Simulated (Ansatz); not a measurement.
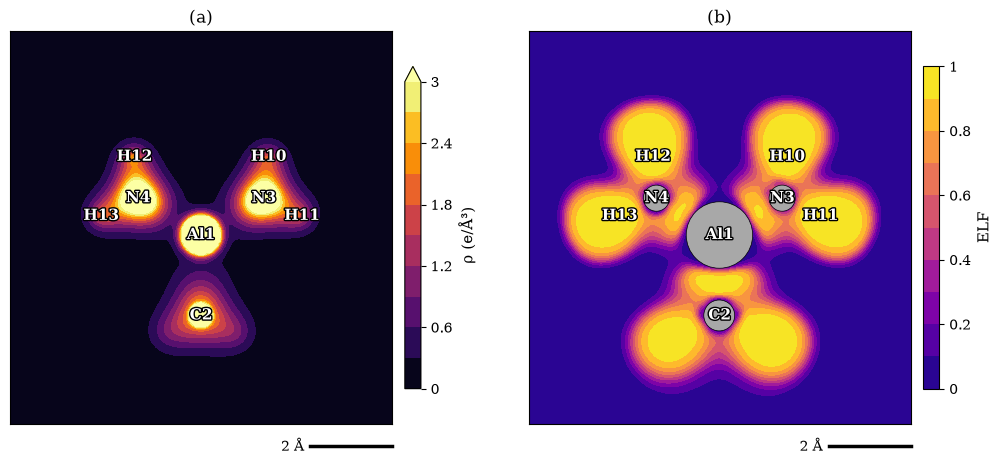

The picture shows: CH$_{7}$AlN$_{2}$···HCl. (a) electron density; (b) ELF on the plane of atoms Al1, N4 and H12. Grey discs cover the atomic cores in the ELF map.

All numbers below come from RKS B3LYP-D4/def2-SVP in Ansatz.

The calculation's input:

```
crystal:
  periodic: [false, false, false]
  atoms:
    - { symbol: Al, position_ang: [-0.501997, -0.267622, -0.166805] }
    - { symbol: C, position_ang: [0.142568, 1.585089, 0.011163] }
    - { symbol: "N", position_ang: [-1.355524, -1.030993, 1.193931] }
    - { symbol: "N", position_ang: [-0.36257, -1.121238, -1.72087] }
    - { symbol: H, position_ang: [2.244764, 0.703265, 0.666258] }
    - { symbol: Cl, position_ang: [2.819828, -0.422959, 1.009757] }
    - { symbol: H, position_ang: [-0.66199, 2.302446, -0.217645] }
    - { symbol: H, position_ang: [0.970575, 1.827764, -0.682152] }
    - { symbol: H, position_ang: [0.4731, 1.815579, 1.03993] }
    - { symbol: H, position_ang: [-1.73223, -1.973778, 1.212609] }
    - { symbol: H, position_ang: [-1.46671, -0.60337, 2.107754] }
    - { symbol: H, position_ang: [-0.678429, -2.06701, -1.91444] }
    - { symbol: H, position_ang: [0.108615, -0.747373, -2.539391] }
basis:
  gaussian: { orbitals: def2-SVP }
hamiltonian:
  xc: b3lyp
  dispersion: d4
relax:
  f_tol: 0.03
  max_steps: 50
output:
  orbitals: {}
```

Run with:

```sh
ansatz run input.yaml --threads 2 --pin off --max-ram 3072MiB --backend cpu --events-out ev --progress --plain --runs-dir out
```

The fields are those of the run's last geometry, not of the input's.

Question: Describe what can be read from this map.

Answer:
- The section cuts through Al, C, N and H sites.
- Al–N (1.78 Å): ρ is about 0.81 e/Å³ halfway; the ELF peaks at about 0.90 in the valence shell of N, 0.7 Å from its nucleus, and is about 0.60 at the midpoint.
- C–Al (1.97 Å): the density is about 0.71 e/Å³ at the midpoint; the ELF peaks at about 0.95 between the atoms; a shared but strongly polarised pair.
- N–H (1.01 Å): ρ at the midpoint is about 2.7 e/Å³; the ELF climbs to about 1 towards the hydrogen, as it does in any bond to H: a covalent bond by its length.
